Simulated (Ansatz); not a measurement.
# CHF3O3S (triflic acid): MP2/6-31G(d) (spherical functions)

Aim: the vertical ionisation energy of CHF3O3S (triflic acid) at MP2/6-31G* (spherical functions), from 2 runs. 

The results are computed with Ansatz 0.2.0.

115 further runs of the same task are left out: 1 that didn't finish, 114 set aside as unsound or not needed.

## Step 1: The system as given

The species is CHF3O3S (9 atoms), meant as a singlet with charge 0. As SMILES, `O=S(=O)(O)C(F)(F)F`. The shape is that of a PBE0-D4/def2-TZVP optimisation. This is one conformer, not always the lowest.

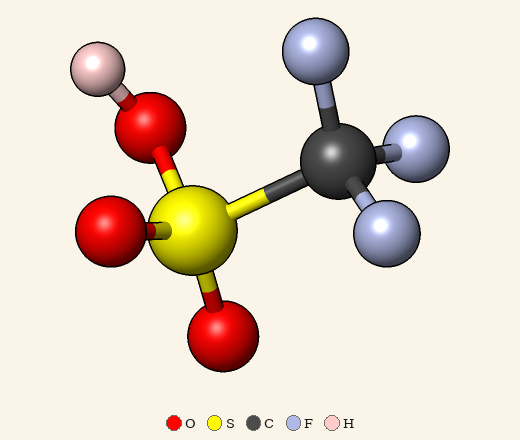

The structure, seen from a chosen angle (oxygen red, sulfur yellow, carbon dark grey, fluorine light blue, hydrogen pink).

## Step 2: The energy at MP2/6-31G(d) (spherical functions)

in.yaml

```yaml
crystal:
  periodic: [false, false, false]
  atoms:
    - {symbol: O, position_ang: [1.462890, -0.581870, 0.985740]}
    - {symbol: S, position_ang: [0.298500, -0.778940, 0.194370]}
    - {symbol: O, position_ang: [0.144480, -1.837650, -0.729970]}
    - {symbol: O, position_ang: [-0.972740, -0.777950, 1.128120]}
    - {symbol: C, position_ang: [0.003130, 0.796730, -0.725230]}
    - {symbol: F, position_ang: [-0.076560, 1.801740, 0.138180]}
    - {symbol: F, position_ang: [1.014380, 1.004120, -1.547510]}
    - {symbol: F, position_ang: [-1.120920, 0.723830, -1.412290]}
    - {symbol: H, position_ang: [-0.753170, -0.350000, 1.968590]}
basis:
  gaussian: {orbitals: 6-31G_st_-spherical.json}
correlation: {method: mp2, frozen_orbitals: {C: 1, F: 1, H: 0, O: 1, S: 5}}
accuracy: high
```

The basis set 6-31G* is read from a file made from the Basis Set Exchange's data (not shown).

Command:

```sh
ansatz run in.yaml --threads 1 --pin off --max-ram 3480MiB --events-out events.jsonl --progress --plain --runs-dir runs
```

What it wrote:

```text
Warning: RAYON_NUM_THREADS=1 ignored (pool sized by the plan → 1); use --threads N
Functional definition: HF
  name "HF"
  exchange = exact_x
  correlation = 0
2686 factors; integrals over basis functions are off by at most 6.4e-9 eV
mean field evaluation 1: about -26079.7396 eV, gradient 7.1e1 eV
mean field evaluation 2: about -26079.8899 eV, gradient 7.1e1 eV
mean field evaluation 4: about -26089.1289 eV, gradient 4.8e0 eV
mean field evaluation 8: about -26089.2008 eV, gradient 5.2e-1 eV
mean field evaluation 16: about -26089.2016 eV, gradient 2.8e-8 eV
mean field -26089.20155812 eV, -958.7604733650 hartree, gradient 2.8e-8 eV, S^2 0.000000; 0 other end points of the search recorded, 0 dependent functions left out
12 core orbitals not correlated: weight in the atoms' cores, before any rotation towards them, 1.000 or more for the frozen orbitals, at most 0.000 for the correlated occupied ones
reference -26089.20155812 eV, -958.7604733650 hartree; 25, 25 occupied and 81, 81 virtual orbitals, 2686 factors
second order -35.43557423 eV of doubles, -0.00000000 eV of singles
Total energy: -26124.63713235 eV, -960.0627066987 hartree
```

Run time: 12 s. Hardware: 1 thread of Intel Xeon Platinum 8259CL at 2.50GHz (Skylake/Cascade Lake), shared host; peak memory 0.48 GiB.

## Step 3: The doublet cation, same level

Edit in.yaml of step 2 so:

```diff
@@ -1 +1,3 @@
+basis:
+  gaussian: {orbitals: 6-31G_st_-spherical.json}
 crystal:
@@ -12,4 +14,4 @@
     - {symbol: H, position_ang: [-0.753170, -0.350000, 1.968590]}
-basis:
-  gaussian: {orbitals: 6-31G_st_-spherical.json}
+total_charge: 1
+magnetization: {spin_polarized: true, initial_magnetization: 1}
 correlation: {method: mp2, frozen_orbitals: {C: 1, F: 1, H: 0, O: 1, S: 5}}
```

The basis set 6-31G* is read from a file made from the Basis Set Exchange's data (not shown).

Command:

```sh
ansatz run in.yaml --threads 1 --pin off --max-ram 3480MiB --events-out events.jsonl --progress --plain --runs-dir runs
```

What it wrote (excerpt; [...] marks lines left out):

```text
Warning: RAYON_NUM_THREADS=1 ignored (pool sized by the plan → 1); use --threads N
[... 2 set-up lines as earlier in the session ...]
[...]
2684 factors; integrals over basis functions are off by at most 6.4e-9 eV
[...]
mean field -26077.43696127 eV, -958.3281324050 hartree, gradient 1.7e-8 eV, S^2 0.763392; 12 other end points of the search recorded, 0 dependent functions left out
12 core orbitals not correlated: weight in the atoms' cores, before any rotation towards them, 1.000 or more for the frozen orbitals, at most 0.000 for the correlated occupied ones
reference -26077.43696127 eV, -958.3281324050 hartree; 25, 24 occupied and 81, 82 virtual orbitals, 2684 factors
second order -34.24271754 eV of doubles, -0.00000000 eV of singles
Total energy: -26111.67967881 eV, -959.5865290642 hartree
```

Wall time 2.1 min (1 thread of Intel Xeon Platinum 8259CL at 2.50GHz (Skylake/Cascade Lake), shared host); peak memory 0.66 GiB.

## Step 4: Results

Level: MP2/6-31G* (spherical functions), 12 core orbitals frozen.

```
                                                     quantity          value
                                singlet CHF3O3S: total energy  -960.06271 Eh
singlet CHF3O3S: correlation energy (12 core orbitals frozen)    -1302.2 mEh
                                 doublet cation: total energy  -959.58653 Eh
 doublet cation: correlation energy (12 core orbitals frozen)    -1258.4 mEh
            doublet cation: ⟨S²⟩ of the reference determinant          0.763
           vertical ionisation energy (to the doublet cation)      12.957 eV
```

**Reading.** The vertical ionisation energy comes to 12.96 eV (1250 kJ/mol).
